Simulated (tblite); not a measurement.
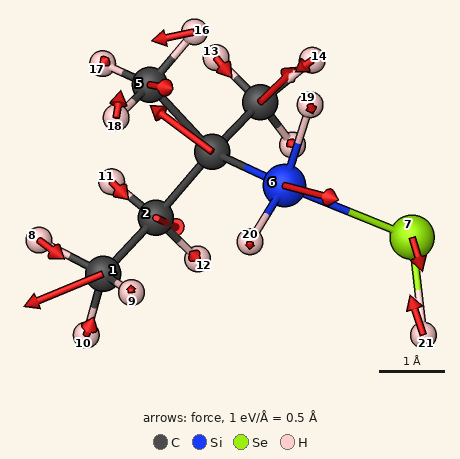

Starting geometry of C₅H₁₄SeSi with the computed forces as red arrows. The picture is a ball-and-stick view, seen at a tilt.

Level of theory: GFN2-xTB geometry optimisation, gas phase in tblite. 

> What follows when this structure is relaxed?

It isn't relaxed: the largest force vector, on C atoms, is 2.68 eV/Å. The final displacements have little in common with the starting forces (cosine between the two patterns 0.22). After 149 geometry steps the energy has fallen by 90.8 kJ/mol. The atom that moves furthest after the best rigid fit is the Se atom (1.23 Å). Largest moves by element: Se 1.23 Å, H 0.78 Å, C 0.15 Å, Si 0.09 Å. Among the contacts that change: H–Se 1.551 → 1.429 Å, C–Si 1.811 → 1.914 Å, C–C 1.474 → 1.522 Å, C–C 1.491 → 1.535 Å. Bond angles that change, for instance: Si–Se–H 111.1° → 95.7°, C–C–Si 119.1° → 111.7°, C–C–H 103.0° → 110.4°. Groups turn about Se–Si by about 80°, C–Si by about 30°, C–C by about 25°. Cost: 2.2 s on 1 thread of Arm Neoverse N1 (shared host).
